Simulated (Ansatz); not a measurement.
# KF (SMILES [F][K]): a chain of runs

We compute a single-point energy (singlet KF, B3LYP/LANL2DZ), then the energy (doublet K, UB3LYP/LANL2DZ), then the energy (doublet K, UB3LYP/LANL2DZ), then the energy (doublet F, UB3LYP/LANL2DZ), then a single-point energy (doublet F, UB3LYP/LANL2DZ) of FK and its partners. 

The results are computed with Ansatz 0.2.0.

5 further runs of the same task are left out: 4 for a known fault of the program, 1 set aside as unsound or not needed.

**1. The molecule**

KF has 2 atoms, charge 0, and is taken as a singlet. SMILES: `[F][K]`. Geometry: relaxed at PBE0-D4/def2-TZVP.

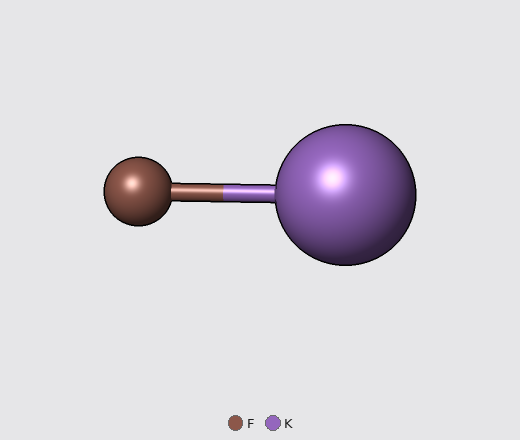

Viewed from a chosen angle; fluorine brown, potassium purple.

**2. The energy at B3LYP/LANL2DZ (core potential) (run 1)**

Input file molecule.yaml:

```yaml
crystal:
  periodic: [false, false, false]
  atoms:
    - symbol: F
      position_ang: [0.946100, -0.362400, 0.470400]
    - symbol: K
      position_ang: [-0.916600, 0.302200, -0.466300]
basis:
  gaussian:
    orbitals: LANL2DZ.json
hamiltonian:
  xc: {name: B3LYP}
```

The basis set LANL2DZ is read from a file made from the Basis Set Exchange's data (not shown).

On the command line:

```bash
$ ansatz run molecule.yaml --threads 1 --pin off --max-ram 2610MiB --events-out events.jsonl --progress --plain --runs-dir runs
```

Log:

```text
Warning: RAYON_NUM_THREADS=1 ignored (pool sized by the plan → 1); use --threads N
Functional definition: B3LYP
  name "B3LYP"
  parameter a0 = 0.2
  parameter ax = 0.72
  parameter ac = 0.81
  exchange = (1 - a0 - ax)*slater_x + ax*b88_x + a0*exact_x
  correlation = (1 - ac)*vwn_rpa_c + ac*lyp_c
244 factors; integrals over basis functions are off by at most 4.1e-4 eV
mean field evaluation 1: about -3479.9112 eV, gradient 4.7e1 eV
mean field evaluation 2: about -3204.7947 eV, gradient 1.9e2 eV
mean field evaluation 4: about -3483.8119 eV, gradient 4.3e-1 eV
mean field evaluation 8: about -3483.8158 eV, gradient 1.2e-1 eV
mean field evaluation 16: about -3483.8158 eV, gradient 3.4e-6 eV
mean field -3483.81581167 eV, -128.0278696637 hartree, gradient 3.4e-6 eV, S^2 0.000000; 0 other end points of the search recorded, 0 dependent functions left out
reference -3483.81609796 eV, -128.0278801845 hartree; 9, 9 occupied and 12, 12 virtual orbitals, 244 factors
Total energy: -3483.81609796 eV, -128.0278801845 hartree
```

It took 0.48 s on 1 thread of Arm Neoverse V2, shared host.

**3. The K atom: a single-point energy at UB3LYP/LANL2DZ (core potential) (run 2)**

Input file molecule.yaml:

```yaml
crystal:
  periodic: [false, false, false]
  atoms:
    - {symbol: K, position_ang: [-0.916600, 0.302200, -0.466300]}
basis:
  gaussian:
    orbitals: LANL2DZ.json
magnetization:
  spin_polarized: true
  initial_magnetization: 1
hamiltonian:
  xc: {name: B3LYP}
```

The basis set LANL2DZ is read from a file made from the Basis Set Exchange's data (not shown).

Run the same way, it converges to -28.13398 Eh (log not shown).

**4. K among ghost functions: a single-point energy at UB3LYP/LANL2DZ (core potential, with ghost functions) (run 3)**

Input file in.yaml:

```yaml
crystal:
  periodic: [false, false, false]
  atoms:
    - symbol: K
      position_ang: [-0.916600, 0.302200, -0.466300]
basis:
  gaussian:
    orbitals: LANL2DZ.json
    ghost_atoms: [{symbol: F, position_ang: [0.946100, -0.362400, 0.470400]}]
magnetization:
  spin_polarized: true
  initial_magnetization: 1
hamiltonian:
  xc: {name: B3LYP}
```

The basis set LANL2DZ is read from a file made from the Basis Set Exchange's data (not shown).

Run the same way, it converges to -28.13407 Eh (log not shown).

**5. The F atom: a single-point energy at UB3LYP/LANL2DZ (run 4)**

Input file input.yaml:

```yaml
basis:
  gaussian:
    orbitals: LANL2DZ.json
crystal:
  periodic: [false, false, false]
  atoms:
    - {symbol: F, position_ang: [0.946100, -0.362400, 0.470400]}
magnetization:
  spin_polarized: true
  initial_magnetization: 1
hamiltonian:
  xc: {name: B3LYP}
```

The basis set LANL2DZ is read from a file made from the Basis Set Exchange's data (not shown).

On the command line:

```bash
$ ansatz run input.yaml --threads 1 --pin off --max-ram 2610MiB --events-out events.jsonl --progress --plain --runs-dir runs
```

Log:

```text
Warning: RAYON_NUM_THREADS=1 ignored (pool sized by the plan → 1); use --threads N
[... 7 set-up lines as earlier in the session ...]
37 factors; integrals over basis functions are off by at most 9.8e-5 eV
mean field evaluation 1: about -2714.3060 eV, gradient 2.7e0 eV
mean field evaluation 2: about -2714.3220 eV, gradient 2.0e0 eV
mean field evaluation 4: about -2714.3352 eV, gradient 2.6e-1 eV
mean field evaluation 8: about -2714.3355 eV, gradient 1.3e-3 eV
mean field -2714.33553319 eV, -99.7499910021 hartree, gradient 2.0e-5 eV, S^2 0.750560; 0 other end points of the search recorded, 0 dependent functions left out
reference -2714.33558393 eV, -99.7499928666 hartree; 5, 4 occupied and 4, 5 virtual orbitals, 37 factors
Total energy: -2714.33558393 eV, -99.7499928666 hartree
```

Run time: 0.12 s. Hardware: 1 thread of Arm Neoverse V2, shared host.

**6. F among ghost functions: a single-point energy at UB3LYP/LANL2DZ (with ghost functions) (run 5)**

Input file in.yaml:

```yaml
crystal:
  periodic: [false, false, false]
  atoms:
    - {symbol: F, position_ang: [0.946100, -0.362400, 0.470400]}
basis:
  gaussian:
    orbitals: LANL2DZ.json
    ghost_atoms: [{symbol: K, position_ang: [-0.916600, 0.302200, -0.466300]}]
magnetization:
  spin_polarized: true
  initial_magnetization: 1
hamiltonian:
  xc: {name: B3LYP}
```

The basis set LANL2DZ is read from a file made from the Basis Set Exchange's data (not shown).

Run the same way, it converges to -99.75171 Eh (log not shown).

**7. Results**

| quantity | value |
| --- | --- |
| run 1, B3LYP/LANL2DZ: total energy | -128.02788 Eh |
| K atom: total energy | -28.13398 Eh |
| K atom: ⟨S²⟩ | 0.750 |
| K among ghost functions: total energy | -28.13407 Eh |
| K among ghost functions: ⟨S²⟩ | 0.750 |
| F atom: total energy | -99.74999 Eh |
| F atom: ⟨S²⟩ | 0.751 |
| F among ghost functions: total energy | -99.75171 Eh |
| F among ghost functions: ⟨S²⟩ | 0.751 |
| electronic atomisation energy | 3.916 eV |
| interaction energy of the rigid parts K and F (parts in their own basis; closest atoms 2.19 Å apart) | -3.916 eV |
| interaction energy of the rigid parts K and F (parts in the whole basis, counterpoise; closest atoms 2.19 Å apart) | -3.867 eV |

**Reading.** Taking the molecule apart into free atoms costs 3.92 eV (378 kJ/mol), before zero-point energy and without spin-orbit coupling. The basis has no polarisation functions, which makes bonds too weak. The interaction energy of the rigid parts K and F (parts in their own basis; closest atoms 2.19 Å apart) is −3.92 eV (−378 kJ/mol): the parts attract. Without counterpoise this holds the superposition error of the basis. The interaction energy of the rigid parts K and F (parts in the whole basis, counterpoise; closest atoms 2.19 Å apart) is −3.87 eV (−89 kcal/mol): the parts attract. The basis-set superposition error is 4.8 kJ/mol.
